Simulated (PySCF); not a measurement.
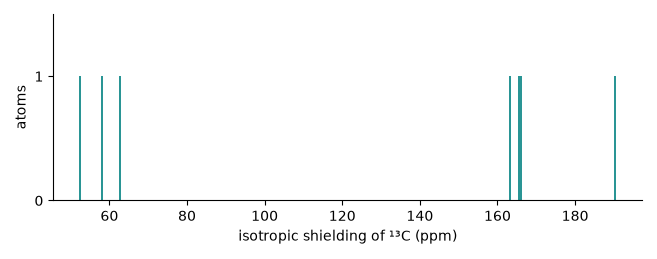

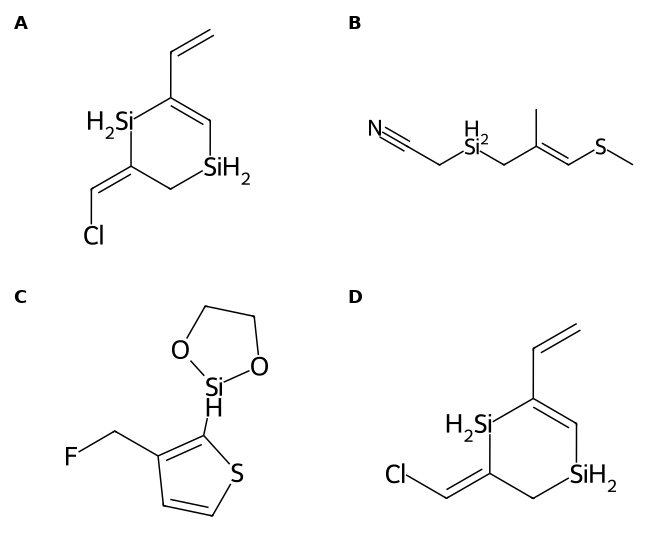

The sticks are computed shieldings of one of the molecules, for one fixed geometry (GFN2-xTB) without averaging over rotations. Low shielding means a high chemical shift. Method: GIAO PBE0/pcSseg-1 NMR shielding, non-relativistic, gas phase (PySCF 2.14.0).

**Which molecule gives this pattern?**

B, `CS/C=C(\C)C[SiH2]CC#N`. Its 7 C atoms give lines at 52.4, 58.0, 62.7, 163.2, 165.6, 166.1, 190.4 ppm.

The geometry is semi-empirical. Around Si such bond lengths and angles can be off by a tenth of an ångström or more and by several degrees, and values that hang on the shape move with them.
